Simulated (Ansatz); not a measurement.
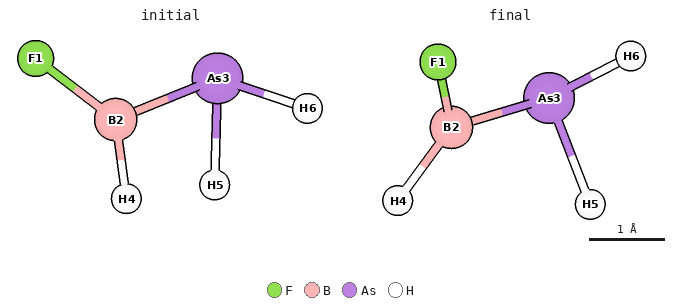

The structure of BAsH3F (coarse preliminary run) before (left) and after (right) a relaxation, at one scale.

Style: ball-and-stick. Shown at a tilt.

The start comes from a force field.

All numbers below come from RKS PBE-D4/def2-SVP in Ansatz 0.2.0. Set-up: force threshold 0.03 eV/Å; at most 200 steps.

**What changed between the two?**

The energy falls by 33.4 kJ/mol in 17 accepted moves (18 points after the start). The largest force component goes from 1.9 to 0.014 eV/Å. The line search rejected the trial step at point 17 of the run. H4 moves most after the best rigid fit: 1.10 Å. Largest moves by element: H 1.10 Å, F 1.04 Å, As 0.36 Å, B 0.14 Å. Some distances before and after: As3–H5 1.595 → 1.534 Å, F1–B2 1.384 → 1.331 Å, As3–H6 1.578 → 1.535 Å, B2–H4 1.189 → 1.221 Å. Among the angles between lasting bonds that change: F1–B2–H4 122.4° → 117.5°, As3–B2–H4 117.2° → 121.8°, B2–As3–H6 92.7° → 95.2°. Groups turn about B2–As3 by about 90°.
